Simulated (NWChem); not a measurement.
# BNH$_{3}$Cl: energy and gradient calculation

System: BNH$_{3}$Cl, SMILES NBCl.
Method: B3LYP/def2-SVP, RKS (NWChem 7.3.0).

The geometry comes from this level: PBE0-D4/def2-TZVP.

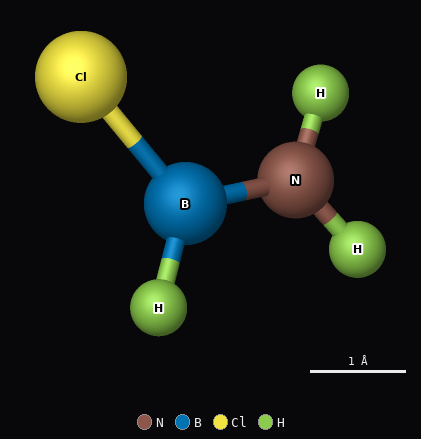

The structure (ball-and-stick view, seen at a tilt). Bond lengths as drawn: B–Cl 1.77 Å, B–H 1.19 Å, B–N 1.38 Å and H–N 1.01 Å.

**The input**
```
start mymol
title "BClH3N gradient"
memory stack 880 mb heap 220 mb global 1100 mb

geometry units angstroms noautosym nocenter noautoz
   N    -0.395600   -0.007800   -0.658000
   B     0.369600   -0.158900    0.483700
   Cl    0.529900    1.189300    1.616000
   H    -0.511800   -0.749300   -1.326600
   H    -0.878600    0.844500   -0.888200
   H     0.928800   -1.181900    0.727100
end

basis spherical bse
   * library def2-SVP
end

basis "cd basis" spherical
   * library "weigend coulomb fitting"
end

dft
   xc b3lyp
   grid fine
   convergence energy 1e-08
   maxiter 100
   mulliken
   print low
end

task dft gradient
```

Command:
```bash
nwchem mymol.nw > mymol.out
```

**Output**
```
Northwest Computational Chemistry Package (NWChem) 7.3.0
             --------------------------------------------------------

           Job information
           ---------------

    nwchem branch   = 7.3.0
    use scalapack   = T
    input           = mymol.nw
    prefix          = mymol.
    data base       = ./mymol.db
    status          = startup
    nproc           =        1

           Memory information
           ------------------

    heap     =     28835838 doubles =      220.0 Mbytes
    stack    =    115343355 doubles =      880.0 Mbytes
    global   =    144179200 doubles =     1100.0 Mbytes (distinct from heap & stack)
    total    =    288358393 doubles =     2200.0 Mbytes
    verify   = yes
    hardfail = no

           Directory information
           ---------------------

  0 permanent = .
  0 scratch   = .

                                NWChem Input Module
                                -------------------

                                  BClH3N gradient
                                  ---------------

 Scaling coordinates for geometry "geometry" by  1.889725989
 (inverse scale =  0.529177249)

                             Geometry "geometry" -> ""
                             -------------------------

 Output coordinates in angstroms (scale by  1.889725989 to convert to a.u.)

  No.       Tag          Charge          X              Y              Z
 ---- ---------------- ---------- -------------- -------------- --------------
    1 N                    7.0000    -0.39560000    -0.00780000    -0.65800000
    2 B                    5.0000     0.36960000    -0.15890000     0.48370000
    3 Cl                  17.0000     0.52990000     1.18930000     1.61600000
    4 H                    1.0000    -0.51180000    -0.74930000    -1.32660000
    5 H                    1.0000    -0.87860000     0.84450000    -0.88820000
    6 H                    1.0000     0.92880000    -1.18190000     0.72710000

      Atomic Mass
      -----------

      N                 14.003070
      B                 11.009310
      Cl                34.968850
      H                  1.007825

 Effective nuclear repulsion energy (a.u.)      85.3981597233

            Nuclear Dipole moment (a.u.)
            ----------------------------
        X                 Y               Z
 ---------------- ---------------- ----------------
    14.4101055259    34.5485374410    44.9694314050

            XYZ format geometry
            -------------------
     6
 geometry
 N                    -0.39560000    -0.00780000    -0.65800000
 B                     0.36960000    -0.15890000     0.48370000
 Cl                    0.52990000     1.18930000     1.61600000
 H                    -0.51180000    -0.74930000    -1.32660000
 H                    -0.87860000     0.84450000    -0.88820000
 H                     0.92880000    -1.18190000     0.72710000

 ==============================================================================
                                internuclear distances
 ------------------------------------------------------------------------------
       center one      |      center two      | atomic units |  angstroms
 ------------------------------------------------------------------------------
    2 B                |   1 N                |     2.61291  |     1.38269
    3 Cl               |   2 B                |     3.34083  |     1.76789
    4 H                |   1 N                |     1.89948  |     1.00516
    5 H                |   1 N                |     1.90168  |     1.00633
    6 H                |   2 B                |     2.25066  |     1.19100
 ------------------------------------------------------------------------------
                         number of included internuclear distances:          5
 ==============================================================================

 ==============================================================================
                                 internuclear angles
 ------------------------------------------------------------------------------
        center 1       |       center 2       |       center 3       |  degrees
 ------------------------------------------------------------------------------
    2 B                |   1 N                |   4 H                |   122.18
    2 B                |   1 N                |   5 H                |   123.17
    4 H                |   1 N                |   5 H                |   114.65
    1 N                |   2 B                |   3 Cl               |   119.72
    1 N                |   2 B                |   6 H                |   121.50
    3 Cl               |   2 B                |   6 H                |   118.79
 ------------------------------------------------------------------------------
                            number of included internuclear angles:          6
 ==============================================================================

 Summary of "ao basis" -> "" (spherical)
 ------------------------------------------------------------------------------
       Tag                 Description            Shells   Functions and Types
 ---------------- ------------------------------  ------  ---------------------
 *                          def2-SVP                  on all atoms

 Summary of "cd basis" -> "" (spherical)
 ------------------------------------------------------------------------------
       Tag                 Description            Shells   Functions and Types
 ---------------- ------------------------------  ------  ---------------------
 *                  weigend coulomb fitting           on all atoms

                                 NWChem DFT Module
                                 -----------------

                                  BClH3N gradient

                      Basis "ao basis" -> "ao basis" (spherical)
                      -----
  [basis functions not shown]

 Summary of "ao basis" -> "ao basis" (spherical)
 ------------------------------------------------------------------------------
       Tag                 Description            Shells   Functions and Types
 ---------------- ------------------------------  ------  ---------------------
 N                          def2-SVP                 6       14   3s2p1d
 B                          def2-SVP                 6       14   3s2p1d
 Cl                         def2-SVP                 8       18   4s3p1d
 H                          def2-SVP                 3        5   2s1p

                      Basis "cd basis" -> "cd basis" (spherical)
                      -----
  [basis functions not shown]

 Summary of "cd basis" -> "cd basis" (spherical)
 ------------------------------------------------------------------------------
       Tag                 Description            Shells   Functions and Types
 ---------------- ------------------------------  ------  ---------------------
 N                  weigend coulomb fitting         15       49   6s4p3d1f1g
 B                  weigend coulomb fitting         15       49   6s4p3d1f1g
 Cl                 weigend coulomb fitting         17       51   8s4p3d1f1g
 H                  weigend coulomb fitting          5       11   3s1p1d

  Caching 1-el integrals
   Time after variat. SCF:      0.2

     ---------------------------------------------
      Total Density - Mulliken Population Analysis
     ---------------------------------------------

    Atom       Charge   Shell Charges
 -----------   ------   -------------------------------------------------------
    1 N    7     7.45   1.99  1.02  0.36  2.60  1.48  0.01
    2 B    5     4.69   1.99  0.85  0.17  1.22  0.36  0.11
    3 Cl  17    17.29   2.00  1.99  1.22  0.70  5.94  2.17  3.25  0.01
    4 H    1     0.75   0.59  0.11  0.05
    5 H    1     0.76   0.59  0.12  0.05
    6 H    1     1.05   0.72  0.32  0.01
   Time prior to 1st pass:      0.3

           Memory utilization after 1st SCF pass:
           Heap Space remaining (MW):        0.00                 507
          Stack Space remaining (MW):      114.94           114937204

   convergence    iter        energy       DeltaE   RMS-Dens  Diis-err    time
 ---------------- ----- ----------------- --------- --------- ---------  ------
 d= 0,ls=0.0,diis     1   -541.4645690128 -6.27D+02  1.20D-02  3.54D-01     0.9
 d= 0,ls=0.0,diis     2   -541.4755688339 -1.10D-02  6.32D-03  2.68D-01     1.4
 d= 0,ls=0.0,diis     3   -541.5029208850 -2.74D-02  1.77D-03  3.83D-02     1.9
 d= 0,ls=0.0,diis     4   -541.5071432058 -4.22D-03  6.31D-04  1.88D-03     2.4
 d= 0,ls=0.0,diis     5   -541.5073925576 -2.49D-04  1.09D-04  7.44D-05     2.9
  Resetting Diis
 d= 0,ls=0.0,diis     6   -541.5074019051 -9.35D-06  9.40D-06  6.19D-07     3.4
 d= 0,ls=0.0,diis     7   -541.5074019739 -6.88D-08  3.72D-06  3.09D-08     4.0
 d= 0,ls=0.0,diis     8   -541.5074019758 -1.94D-09  1.76D-06  1.88D-08     4.5

         Total DFT energy =     -541.507401975849
      One electron energy =     -914.378774204408
           Coulomb energy =      327.881807766246
    Exchange-Corr. energy =      -40.408595260945
 Nuclear repulsion energy =       85.398159723258

 Numeric. integr. density =       32.000000121541

     Total iterative time =      4.2s

     ---------------------------------------------
      Total Density - Mulliken Population Analysis
     ---------------------------------------------

    Atom       Charge   Shell Charges
 -----------   ------   -------------------------------------------------------
    1 N    7     7.04   1.99  0.98  0.31  2.51  1.24  0.01
    2 B    5     5.05   1.99  0.80  0.12  1.59  0.45  0.11
    3 Cl  17    17.12   2.00  1.98  1.27  0.66  5.93  2.18  3.08  0.02
    4 H    1     0.88   0.72  0.11  0.05
    5 H    1     0.88   0.72  0.11  0.05
    6 H    1     1.03   0.75  0.27  0.01

     -------------------------------------------
      Total Density - Lowdin Population Analysis
     -------------------------------------------

    Atom       Charge   Shell Charges
 -----------   ------   -------------------------------------------------------
    1 N    7     6.96   1.97  0.67  0.39  2.26  1.64  0.03
    2 B    5     5.29   1.96  0.54  0.27  1.46  0.78  0.27
    3 Cl  17    16.87   2.00  1.95  1.02  0.74  5.82  2.27  3.04  0.02
    4 H    1     0.91   0.60  0.20  0.12
    5 H    1     0.92   0.59  0.20  0.12
    6 H    1     1.05   0.65  0.36  0.03
  int_init: cando_txs set to always be  F
  intd_init: cando_txs set to always be  F

                         DFT ENERGY GRADIENTS

    atom               coordinates                        gradient
                 x          y          z           x          y          z
   1 N      -0.747576  -0.014740  -1.243440   -0.001362   0.001018  -0.001556
   2 B       0.698443  -0.300277   0.914060    0.000086  -0.000312  -0.000044
   3 Cl      1.001366   2.247451   3.053797   -0.000875  -0.004846  -0.004566
   4 H      -0.967162  -1.415972  -2.506910    0.001024   0.005188   0.005009
   5 H      -1.660313   1.595874  -1.678455    0.003481  -0.005879   0.001840
   6 H       1.755177  -2.233467   1.374020   -0.002353   0.004831  -0.000683

 Task  times  cpu:        6.7s     wall:        6.7s
 Total times  cpu:        6.7s     wall:        6.7s
```

**Key numbers**

| quantity | value |
| --- | --- |
| outcome | converged |
| total energy | −541.507402 hartree |
| largest force | 0.375 eV/Å |
| hardware | 1 thread of AMD EPYC (Zen 3), 24 GiB of memory available, shared host |
| wall time | 7.5 s |
| peak memory | 0.12 GiB |
